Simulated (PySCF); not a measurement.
Single-point calculation, with input and output: C₃H₇Al

System: C₃H₇Al, SMILES C=[CH][AlH][CH3].
Method: MP2/3-21G, RHF (PySCF 2.14.0).

The geometry comes from this level: PBE0-D4/def2-TZVP.

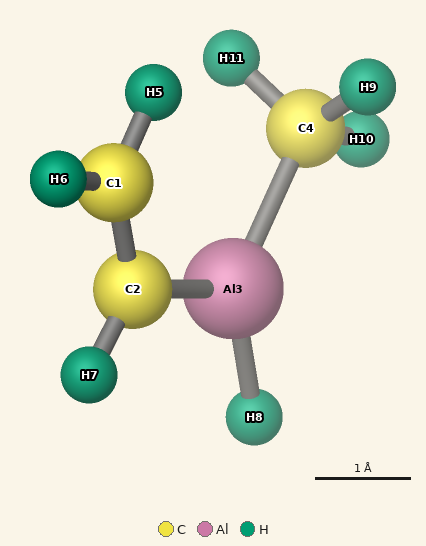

*The structure as given in the input (ball-and-stick view, seen at a tilt; atoms are numbered from 1 in the order of the input). Sticks mark near contacts.*

Bond lengths as drawn: Al–C 1.95 Å, Al–H 1.59 Å, C–C 1.34 Å and C–H 1.09 to 1.10 Å.

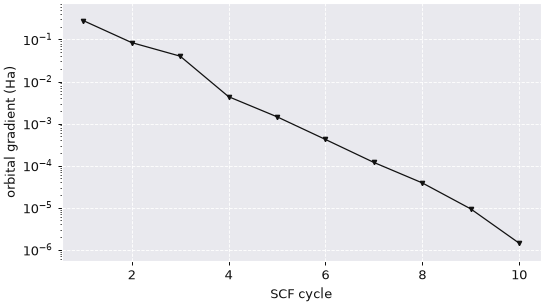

*Convergence of the self-consistent field: orbital gradient against the SCF cycle.*

The residual falls at every step.

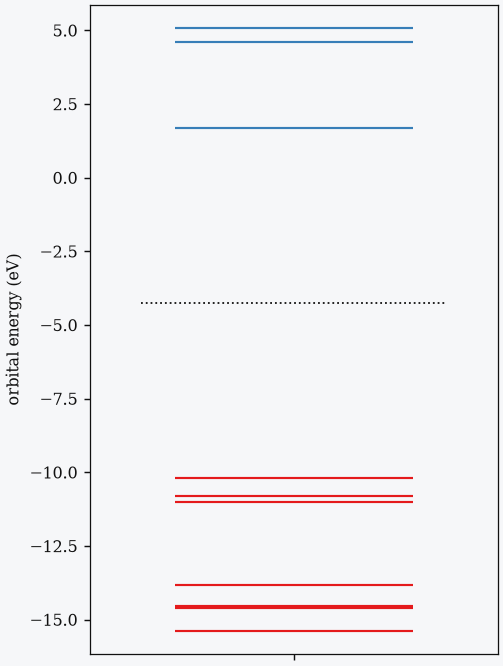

*Orbital energies near the frontier (SCF reference); the dotted line parts filled from empty levels, and levels within 0.02 eV of each other stand side by side.*

Highest filled −10.20 eV, lowest empty 1.70 eV, 11.90 eV apart.

The input that produced these results follows, with the program's output.

**Input file (job.py)**
```python
from pyscf import gto, mp

mol = gto.M(
    atom='''
C     -0.766700     1.712800     0.405900
C      0.021200     0.968100     1.187100
Al     0.696000    -0.749700     0.572700
C      0.194600    -1.366100    -1.212200
H     -1.056600     1.389000    -0.592200
H     -1.165100     2.679000     0.712100
H      0.255500     1.378500     2.170100
H      1.634200    -1.616700     1.522400
H      0.505800    -0.651400    -1.981500
H      0.638700    -2.333100    -1.459300
H     -0.892200    -1.467300    -1.304600
''',
    verbose=4,
    max_memory=1860,
    basis='3-21g',
    charge=0,
)

myscf = mol.RHF()
myscf.conv_tol = 1e-10
myscf.kernel()
if not myscf.converged:
    myscf = myscf.newton().run(myscf.mo_coeff, myscf.mo_occ)

pt = mp.MP2(myscf, frozen=8).run()
etot = pt.e_tot
print('E(%s) = %.9f' % ('MP2', etot))
```

Run as:
```bash
OMP_NUM_THREADS=1 python job.py
```

**Output**
```
PySCF version 2.14.0

[INPUT] num. atoms = 11
[INPUT] num. electrons = 38
[INPUT] charge = 0
[INPUT] spin (= nelec alpha-beta = 2S) = 0
[INPUT] symmetry False subgroup None
[INPUT] Mole.unit = angstrom
[INPUT] Symbol           X                Y                Z      unit          X                Y                Z       unit  Magmom
[INPUT]  1 C     -0.766700000000   1.712800000000   0.405900000000 AA   -1.448853019704   3.236722906155   0.767039833961 Bohr   0.0
[INPUT]  2 C      0.021200000000   0.968100000000   1.187100000000 AA    0.040062193841   1.829443861191   2.243293882471 Bohr   0.0
[INPUT]  3 Al     0.696000000000  -0.749700000000   0.572700000000 AA    1.315249382697  -1.416727675586   1.082246151538 Bohr   0.0
[INPUT]  4 C      0.194600000000  -1.366100000000  -1.212200000000 AA    0.367740703840  -2.581554858768  -2.290726008198 Bohr   0.0
[INPUT]  5 H     -1.056600000000   1.389000000000  -0.592200000000 AA   -1.996684623215   2.624829587021  -1.119095810967 Bohr   0.0
[INPUT]  6 H     -1.165100000000   2.679000000000   0.712100000000 AA   -2.201719907731   5.062576287710   1.345673973303 Bohr   0.0
[INPUT]  7 H      0.255500000000   1.378500000000   2.170100000000 AA    0.482825024826   2.604987462713   4.100894662919 Bohr   0.0
[INPUT]  8 H      1.634200000000  -1.616700000000   1.522400000000 AA    3.088190432764  -3.055120225584   2.876919052038 Bohr   0.0
[INPUT]  9 H      0.505800000000  -0.651400000000  -1.981500000000 AA    0.955823473805  -1.230967597542  -3.744492315826 Bohr   0.0
[INPUT] 10 H      0.638700000000  -2.333100000000  -1.459300000000 AA    1.206968075760  -4.408920021223  -2.757677333578 Bohr   0.0
[INPUT] 11 H     -0.892200000000  -1.467300000000  -1.304600000000 AA   -1.686013648337  -2.772795142574  -2.465336702108 Bohr   0.0

nuclear repulsion = 136.614700594919
number of shells = 36
number of NR pGTOs = 93
number of NR cGTOs = 54
basis = 3-21g
ecp = {}

******** <class 'pyscf.scf.hf.RHF'> ********
method = RHF
initial guess = minao
damping factor = 0
level_shift factor = 0
DIIS = <class 'pyscf.scf.diis.CDIIS'>
diis_start_cycle = 1
diis_space = 8
diis_damp = 0
SCF conv_tol = 1e-10
SCF conv_tol_grad = None
SCF max_cycles = 50
direct_scf = True
direct_scf_tol = 1e-13
Set gradient conv threshold to 1e-05
Initial guess from minao.
init E= -357.581518287697
  HOMO = -0.277860399545946  LUMO = -0.00915665117348285  gap/eV = 7.31180
cycle= 1 E= -357.563614145887  delta_E= 0.0179  |g|= 0.281  |ddm|= 2.71
  HOMO = -0.387059767354832  LUMO = 0.0591352956875928  gap/eV = 12.14159
cycle= 2 E= -357.595298376005  delta_E= -0.0317  |g|= 0.0842  |ddm|= 0.432
  HOMO = -0.374335239588747  LUMO = 0.0609063832217442  gap/eV = 11.84353
cycle= 3 E= -357.597819407919  delta_E= -0.00252  |g|= 0.0401  |ddm|= 0.168
  HOMO = -0.374596386549011  LUMO = 0.0625082469123133  gap/eV = 11.89422
cycle= 4 E= -357.59829616237  delta_E= -0.000477  |g|= 0.00436  |ddm|= 0.0442
  HOMO = -0.375313207044092  LUMO = 0.0623725933549415  gap/eV = 11.91004
cycle= 5 E= -357.598304387485  delta_E= -8.23e-06  |g|= 0.00145  |ddm|= 0.0104
  HOMO = -0.374883571226601  LUMO = 0.062384211489257  gap/eV = 11.89866
cycle= 6 E= -357.598305336357  delta_E= -9.49e-07  |g|= 0.000419  |ddm|= 0.00291
  HOMO = -0.37484258829693  LUMO = 0.062354710491862  gap/eV = 11.89674
cycle= 7 E= -357.598305466048  delta_E= -1.3e-07  |g|= 0.000119  |ddm|= 0.00129
  HOMO = -0.374852633933022  LUMO = 0.0623462008493534  gap/eV = 11.89679
cycle= 8 E= -357.598305477436  delta_E= -1.14e-08  |g|= 3.88e-05  |ddm|= 0.000365
  HOMO = -0.374844258075666  LUMO = 0.062345571272415  gap/eV = 11.89654
cycle= 9 E= -357.598305478388  delta_E= -9.52e-10  |g|= 9.35e-06  |ddm|= 0.000101
  HOMO = -0.374845630861059  LUMO = 0.0623441619585898  gap/eV = 11.89654
cycle= 10 E= -357.598305478461  delta_E= -7.28e-11  |g|= 1.43e-06  |ddm|= 2.97e-05
  HOMO = -0.374845547415537  LUMO = 0.0623442884612078  gap/eV = 11.89654
Extra cycle  E= -357.598305478461  delta_E= -1.14e-13  |g|= 5.74e-07  |ddm|= 3.13e-06
converged SCF energy = -357.598305478461

******** <class 'pyscf.mp.mp2.RMP2'> ********
nocc = 11, nmo = 46
frozen orbitals 8
E(RMP2) = -357.900705615106  E_corr = -0.302400136645236
E(SCS-RMP2) = -357.908169949371  E_corr = -0.309864470909677
E_corr(same-spin) = -0.061171953536084
E_corr(oppo-spin) = -0.241228183109152
E(MP2) = -357.900705615
```

**Key numbers**

| quantity | value |
| --- | --- |
| outcome | converged |
| total energy | −357.900706 hartree |
| SCF energy | −357.598305 hartree |
| correlation energy | −0.302400 hartree |
| basis functions | 54 |
| HOMO of the SCF reference | −10.20 eV |
| LUMO of the SCF reference | 1.70 eV |
| hardware | 1 thread of Arm Neoverse V1, 24 GiB of memory available, shared host |
| wall time | 1 s |
| peak memory | 0.13 GiB |
